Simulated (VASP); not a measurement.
Band structure of TmPt3 (space group Pm-3m). Calculation: PBEsol GGA, VASP's PBE PAW potentials (set 64) (plane waves; VASP).

Unless said otherwise, spin-orbit coupling is left out, though it shifts the bands of the heavy elements here.

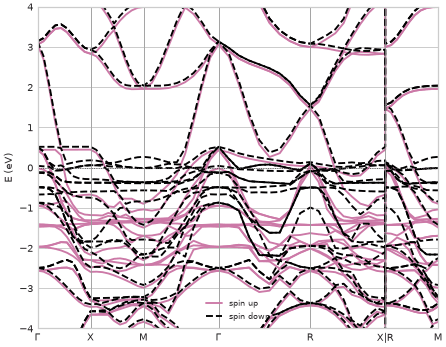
Figure. Bands along high-symmetry lines, zero at the valence-band maximum or, without a gap, the Fermi level

Read the plot: is there a gap, and where are the band edges?

It has no gap at this level: it comes out as a metal or semimetal.

The structure comes from a measured TmPt3 entry of the Crystallography Open Database, whose conditions weren't checked. The cell was not relaxed at this level.
